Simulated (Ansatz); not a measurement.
## Electronic structure of F3H3NOTa···HCl in real space

```tsv
atom	x (Å)	y (Å)	z (Å)
Ta	-0.0633	0.2770	0.0700
N	1.9043	-0.0081	0.2019
H	2.4200	0.3477	1.0045
H	2.5097	-0.1329	-0.6051
F	0.1277	0.8383	1.8694
O	0.0072	-0.3651	-1.6885
H	0.1163	-0.8370	-2.5145
F	-0.6971	1.9710	-0.4135
F	-1.2151	-1.0795	0.6500
Cl	1.9594	-3.2158	0.5659
H	2.0055	-1.9062	0.5524
```

Core potentials replace the inner electrons of Ta.

These are results of RKS PBE0-D4/def2-SVP (Ansatz), not measurements.

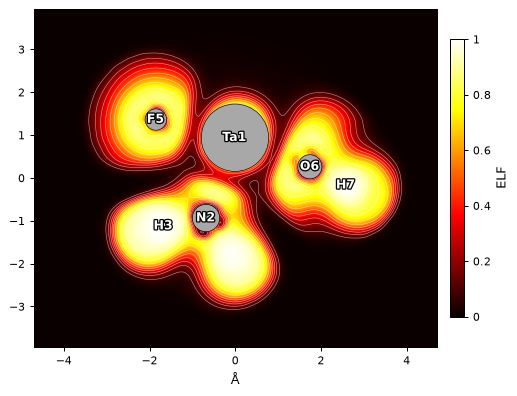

Figure 1. ELF on the plane of atoms N2, Ta1 and O6. Grey discs cover the atomic cores.

Interpret the plot.

Answer. Atoms in the plane: Ta, N, H, F and O.
Ta–F (1.89 Å): the ELF peaks at about 0.85 in the valence shell of F, 0.5 Å from its nucleus, and drops to about 0.25 between the two atoms.
Ta–O (1.87 Å): the ELF peaks at about 0.80 in the valence shell of O, 0.6 Å from its nucleus, and drops to about 0.20 between the two atoms.
Ta–N (1.99 Å): the ELF peaks at about 0.90 in the valence shell of N, 0.7 Å from its nucleus, and is about 0.35 at the midpoint.
O–H (0.96 Å): the ELF climbs to about 1 towards the hydrogen, as it does in any bond to H (an ordinary covalent bond to hydrogen).
N–H (1.02 Å): the ELF climbs to about 1 towards the hydrogen; an ordinary covalent bond to hydrogen.

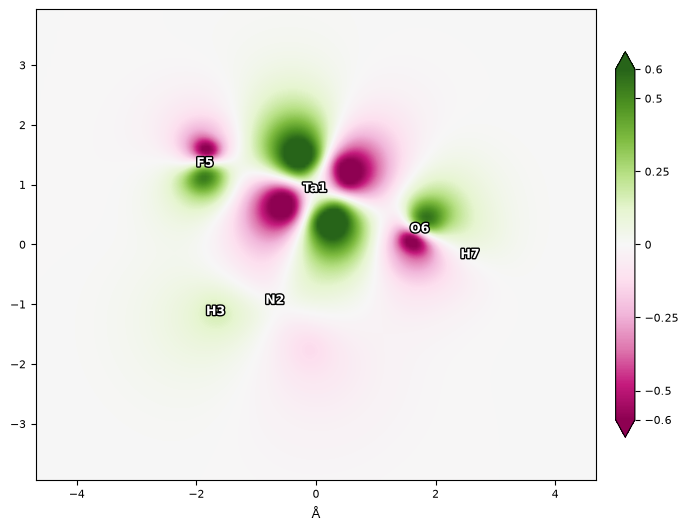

Figure 2. The LUMO on the plane of atoms N2, Ta1 and O6 (values in Å⁻³ᐟ²; the overall sign is arbitrary).

Describe this orbital and give its energy.

Answer. By Hirshfeld shares it lies mainly on Ta1 (about 65 %), O6 (about 10 %) and F5 (about 10 %). Its energy is −1.98 eV.

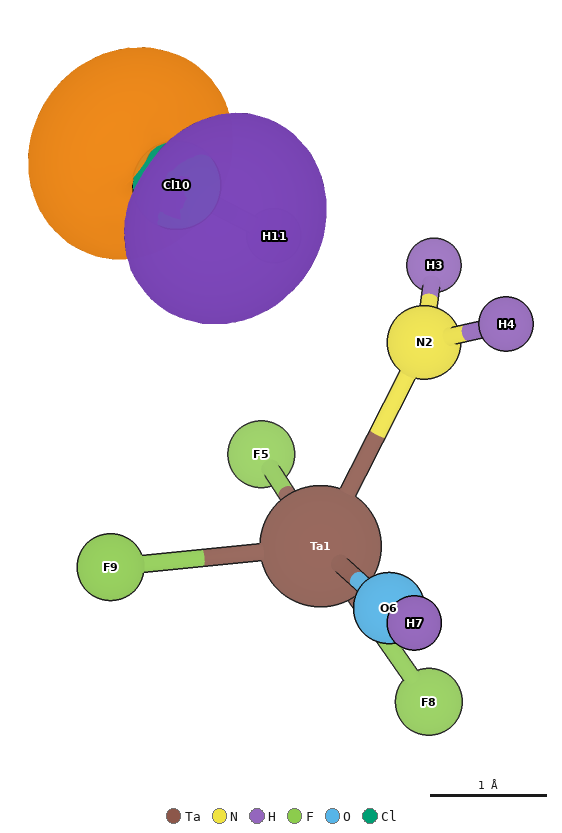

Figure 3. The HOMO at ±0.2 Å⁻³ᐟ² (orange and purple are the two phases), seen at an oblique angle.

What is the character of this orbital?

Answer. Its weight (Hirshfeld) is mainly on Cl10 (about 95 %); largely a lone pair of Cl10. Its energy is −8.63 eV.
